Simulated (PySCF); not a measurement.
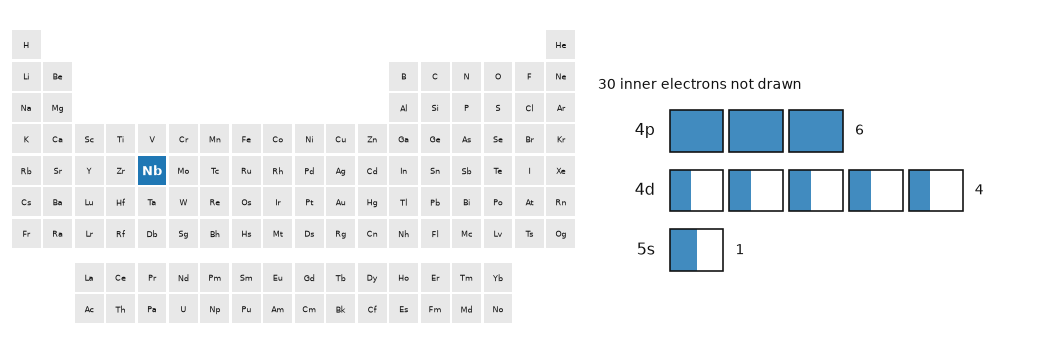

*Left, the place of niobium in the periodic table; right, the outer shells of the nominal configuration: a box for each of the 2l + 1 orbitals, shaded by the share of the shell that is filled, with the electron count at the right.*

Run report: Nb, atomic calculation

System: Nb, configuration 1s2 2s2 2p6 3s2 3p6 3d10 4s2 4p6 4d4 5s1, multiplicity 6.
Method: unrestricted PW91, aug-cc-pwCVTZ-PP with ECP28, scalar-relativistic core potential (PySCF).

### Key numbers

```
                                                quantity                      value
                                                 outcome                  converged
total energy (valence electrons, under a core potential)         −56.688044 hartree
                                                    ⟨S²⟩                      8.751
                                                    ⟨L²⟩                       6.01
                                          SCF iterations                          7
                                                hardware  1 CPU thread, shared host
                                                CPU time    3.8 s (integrals apart)
```

### Notes

The driver held the occupations shell by shell, and empty d levels lie below the filled 4d.

### The input
```python
from pyscf import gto, scf, dft, mp, cc
mol = gto.M(atom="Nb 0 0 0", charge=0, spin=5, symmetry="D2h",
            basis="aug-cc-pwCVTZ-PP",
            ecp="aug-cc-pwCVTZ-PP")
mf = dft.UKS(mol, xc="PW91,PW91")
mf.irrep_nelec = {'Ag': (3, 1), 'B1g': (1, 0), 'B2g': (1, 0), 'B3g': (1, 0), 'B1u': (1, 1), 'B2u': (1, 1), 'B3u': (1, 1)}
mf.kernel()
```

The script is an equivalent of what the driver set up; the driver started from orbitals of its own, so the log can be shorter than this script's would be, and it computed the properties (radii, ⟨L²⟩, response) afterwards. It held the occupations shell by shell, which the script's counts by irreducible representation don't always enforce.

### The program's output (extracts)
```
damping factor = 0
level_shift factor = 0
DIIS = <class 'pyscf.scf.diis.CDIIS'>
diis_start_cycle = 1
diis_space = 10
diis_damp = 0
SCF conv_tol = 1e-09
SCF conv_tol_grad = None
number electrons alpha = 9  beta = 4
XC functionals = PW91,PW91
    J. P. Perdew. In P. Ziesche and H. Eschrig, editors, Proceedings of the 75. WE-Heraeus-Seminar and 21st Annual International Symposium on Electronic Structure of Solids, 11. Berlin, 1991. Akademie Verlag.
    J. P. Perdew, J. A. Chevary, S. H. Vosko, K. A. Jackson, M. R. Pederson, D. J. Singh, and C. Fiolhais.,  Phys. Rev. B 46, 6671 (1992)
    J. P. Perdew, J. A. Chevary, S. H. Vosko, K. A. Jackson, M. R. Pederson, D. J. Singh, and C. Fiolhais.,  Phys. Rev. B 48, 4978 (1993)
    J. P. Perdew. In P. Ziesche and H. Eschrig, editors, Proceedings of the 75. WE-Heraeus-Seminar and 21st Annual International Symposium on Electronic Structure of Solids, 11. Berlin, 1991. Akademie Verlag.
    J. P. Perdew, J. A. Chevary, S. H. Vosko, K. A. Jackson, M. R. Pederson, D. J. Singh, and C. Fiolhais.,  Phys. Rev. B 46, 6671 (1992)
    J. P. Perdew, J. A. Chevary, S. H. Vosko, K. A. Jackson, M. R. Pederson, D. J. Singh, and C. Fiolhais.,  Phys. Rev. B 48, 4978 (1993)
cycle= 1 E= -56.6876426475974  delta_E= -0.0077  |g|= 0.0265  |ddm|= 0.374
cycle= 2 E= -56.6875246918457  delta_E= 0.000118  |g|= 0.0306  |ddm|= 0.0812
cycle= 3 E= -56.6880377392066  delta_E= -0.000513  |g|= 0.00408  |ddm|= 0.0394
cycle= 4 E= -56.6880435664112  delta_E= -5.83e-06  |g|= 0.000192  |ddm|= 0.00527
cycle= 5 E= -56.6880435801175  delta_E= -1.37e-08  |g|= 4.35e-05  |ddm|= 0.000621
cycle= 6 E= -56.6880435814238  delta_E= -1.31e-09  |g|= 4.86e-06  |ddm|= 7.68e-05
cycle= 7 E= -56.6880435814409  delta_E= -1.72e-11  |g|= 2.4e-07  |ddm|= 9.89e-06
converged SCF energy = -56.6880435814409  <S^2> = 8.7507071  2S+1 = 6.0002357
```

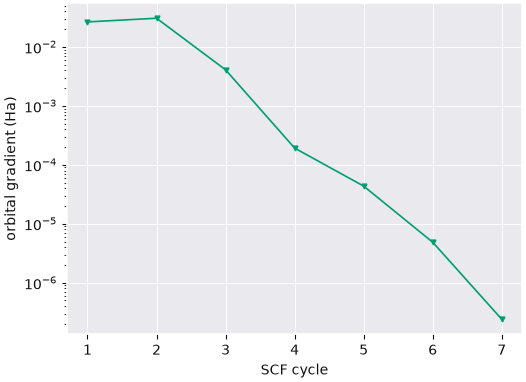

*Convergence: orbital gradient against the SCF cycle.*

The residual falls almost steadily, with no more than small rises or pauses. It goes from 0.026 to 2.4×10⁻⁷ in 7 steps.

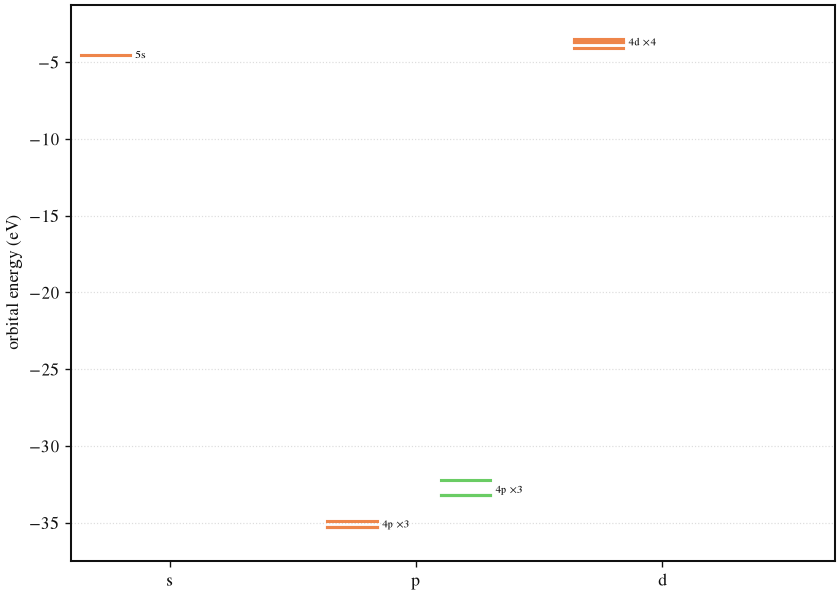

*Orbital energies of the mean field, from the top down to −35.3 eV, by angular momentum, α spin at the left of each column and β at the right; ×n counts the orbitals under one label. Empty levels that the record names by l alone aren't drawn.*

The highest filled orbital is 4d α at −3.49 eV, the lowest empty one d α at −3.53 eV.
